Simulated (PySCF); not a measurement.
# BrK (KBr): the cost of one run

Computed with PySCF 2.14.0 and routines of our own; the level stands in each step. Atoms count from 0.

## (1) The starting structure

2 atoms, charge 0, multiplicity 1; geometry from: GFN2-xTB.

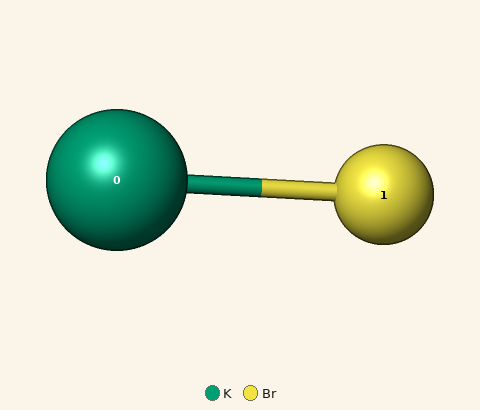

The starting geometry (potassium teal, bromine yellow); sticks join atoms by distance alone.

## (2) Geometry optimisation at PBE0-D3(BJ)/def2-SVP

What the job is given:

```
{"job": {"xc": "PBE0", "basis": "def2-SVP", "d3": "d3bj", "grid": 1, "maxiter": 30, "shake": 0.01, "kind": "geom"}, "charge": 0, "multiplicity": 1}
K      1.442720    -0.028550     0.001460
Br    -1.425230    -0.000270    -0.013580
```

Run with:

```bash
$ OMP_NUM_THREADS=1 python heavy_run.py task.json out
```

The driver reads the jobs from task.json and runs them one after another.

Q: Estimate the wall time and peak memory of this first job on 1 thread of Arm Neoverse V1, shared host.

About 5 s, with a peak of 0.27 GiB.
